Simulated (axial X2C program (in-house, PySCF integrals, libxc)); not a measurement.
# Relativistic diatomic calculation for PbZr⁺

System: PbZr⁺, single determinant with Ω = 1/2.
Method: BHandHLYP, two-component X2C with atomic mean-field Coulomb and Gaunt terms, Pb dyall-v2z, Zr dyall-v2z (cores contracted) (axial X2C program (in-house, PySCF integrals, libxc)).

The input:
```
{"zs": [82, 40], "q": 1, "bas": ["dyall-v2z", "dyall-v2z"], "levels": ["PBE0", "HF", "PBE50", "BHandHLYP"], "cc": false, "r0": 2.98, "npts": 10, "nst": 2, "ntry": 6, "opt": {"ecut": 1.0}}
```

The line is the task of a batch: nuclear charges, charge, bases, the levels to run, a first guess of the distance and further settings. This report covers BHandHLYP with spin-orbit coupling. The log is that of the reference distance 2.938 Å.

Hardware: 1 CPU thread, shared host.

The run was one of a batch that the task file lists, launched with:
```bash
python <driver script> task.json out
```

The program's output:
```
two-component X2C + atomic mean field  BHandHLYP
basis functions 214  fitting functions 1302  grid points 5802
iter        total energy     max residual
   1     -24488.698480680     2.23e-01
   2     -24488.703418470     4.39e-03
   3     -24488.703895114     5.05e-03
   4     -24488.704280814     1.19e-03
   5     -24488.704471844     7.43e-04
   6     -24488.704677763     6.13e-04
   7     -24488.704851673     4.35e-04
   8     -24488.704912124     3.40e-04
   9     -24488.704941892     2.45e-04
  10     -24488.704958572     1.64e-04
  11     -24488.704967493     7.71e-05
  12     -24488.704969027     4.00e-05
  13     -24488.704969367     2.63e-05
  14     -24488.704969545     1.44e-05
  15     -24488.704969590     8.94e-06
  16     -24488.704969604     4.73e-06
  17     -24488.704969607     2.92e-06
  18     -24488.704969608     2.48e-06
converged
one-electron -34682.06887812  Coulomb 10134.33585909  exact exchange -251.00008121  xc functional -258.95759711  nuclear repulsion 590.77646420  atomic mean-field constant -21.79073645
```

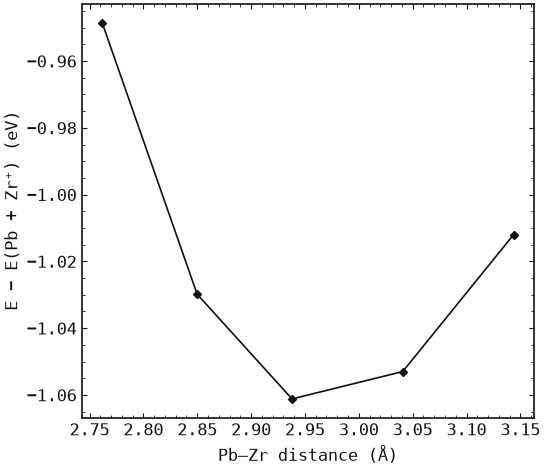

Energy at 5 bond lengths, for one set of occupations held fixed; the line joins the points. A polynomial of degree 3 through 5 points gives rₑ = 2.968 Å, ωₑ = 133.6 cm⁻¹ and Bₑ = 0.03050 cm⁻¹. The minimum lies 1.06 eV below Pb + Zr⁺, each computed as one determinant at the same level.

Outcome:

| quantity | value |
| --- | --- |
| outcome | converged |
| bond length rₑ | 2.968 Å |
| ωₑ | 133.6 cm⁻¹ |
| energy at the minimum | −24488.70504 hartree |
| depth below the fragments | 1.06 eV |
| wall time | 20 s |

What is odd here:

The input is odd on purpose: few virtuals (ecut = 1.0). The program ran to the end. Its numbers are those of the input as typed; this run alone doesn't show how far the oddity moves them. To bear in mind: 5 of the 10 points asked for were kept.
